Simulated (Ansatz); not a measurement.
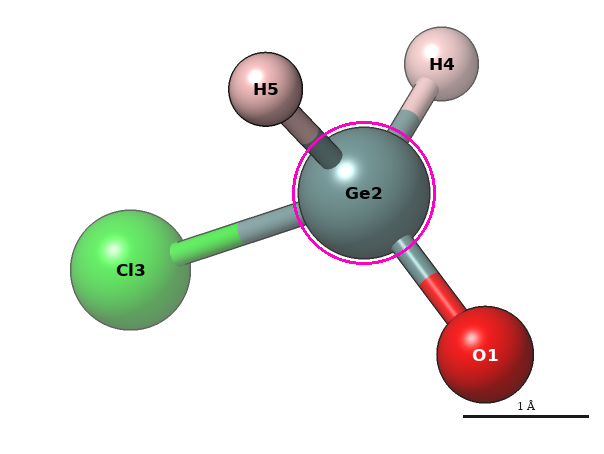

Orthographic view. Depth is shown by fading: the farther an atom, the more it takes the colour of the background. State: charge −1, singlet. Computed geometry: PBE-D4/def2-SVPD optimisation. No frequency run is at hand to confirm it as a minimum.

### Name the neighbours of the circled atom.

The circled atom is Ge2; it is bonded to O1, Cl3, H4, H5.

### Which atom is nearest the viewer?

H5, 1.2 Å in front of the mean position.

### Of Ge2 and H4, which is nearer the viewer?

Ge2; the bond to H4 points away from the viewer, so it looks shorter than its 1.58 Å.

### Which two atoms are farthest apart in space?

O1 and Cl3, 3.44 Å.
